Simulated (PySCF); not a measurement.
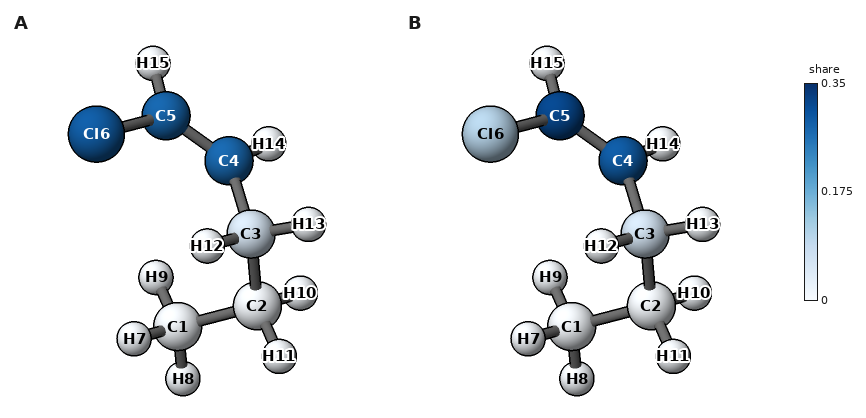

Each panel colours the atoms by their Löwdin share in one orbital (up to four of the largest shares; other atoms are shown as zero). Computed geometry: GFN2-xTB optimisation. No frequency run is at hand to confirm it as a minimum. Level of theory: PBE0/def2-SVPD (PySCF 2.14.0).

The panels show the HOMO, LUMO, in some order. Which is which?

A: HOMO, −7.22 eV; Cl6 0.29, C5 0.28, C4 0.27, C3 0.05
B: LUMO, 0.00 eV; C5 0.32, C4 0.29, Cl6 0.10, C3 0.06
